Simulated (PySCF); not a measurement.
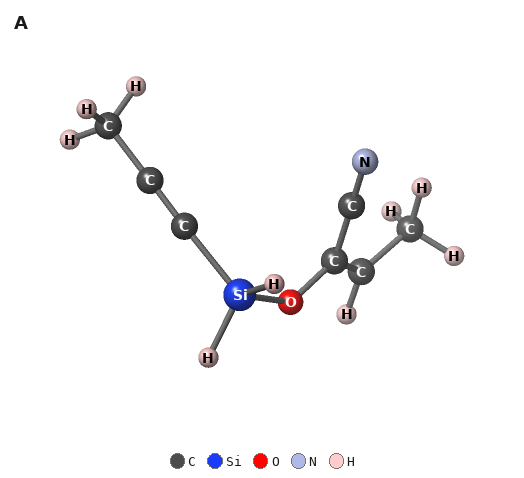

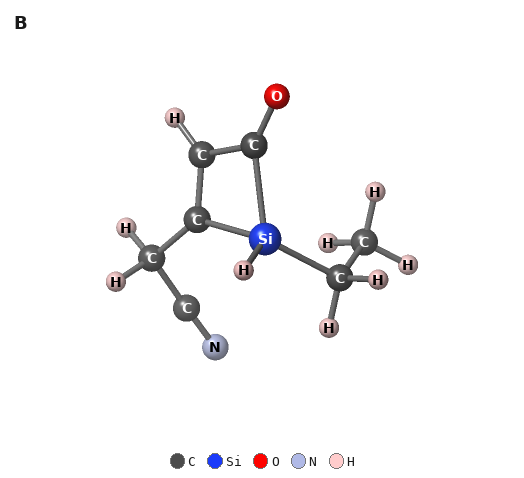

2 stationary structures of one formula. Geometries: GFN2-xTB. Electronic energies: PBE0/pcSseg-1 (PySCF 2.14.0), without zero-point energy. No frequency run is at hand to confirm each as a minimum. Each is one conformer, not always the lowest.

How are they related?

Answer. They are constitutional isomers of C7H9NOSi: A `CC#C[SiH2]O/C(C#N)=C/C`, B `CC[Si@H]1C(=O)C=C1CC#N`.

Rank them by energy, lowest first.

Answer. B is lowest; A lies 5.1 kcal/mol above it.

The geometry is semi-empirical. Around Si such bond lengths and angles can be off by a tenth of an ångström or more and by several degrees, and values that hang on the shape move with them.
